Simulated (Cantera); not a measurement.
Feed: 1 mol borazine, 4.5 mol H2, at 10.0 Pa.

Cantera equilibrium calculation (NASA polynomials, part measured and part estimated; ideal gas, pure solids and liquids). Candidate condensed phases: B, BN; 15 gas species. The feed counts by its element totals alone. Mutual solubility and eutectic melting of coexisting phases are not modelled. Equilibrium is a limit: real reactors are often held back by kinetics, nucleation or transport.

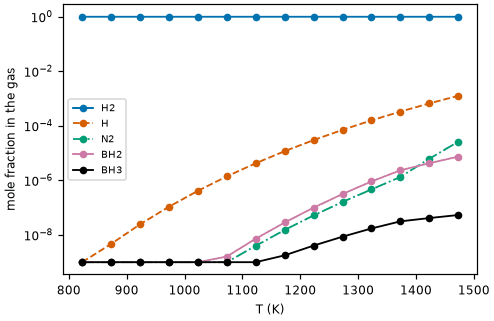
Equilibrium gas composition (values under 1e-9 drawn at 1e-9)

From 823 K to 1423 K the condensed part is BN(s). At 1473 K the condensed part is B(s) + BN(s).
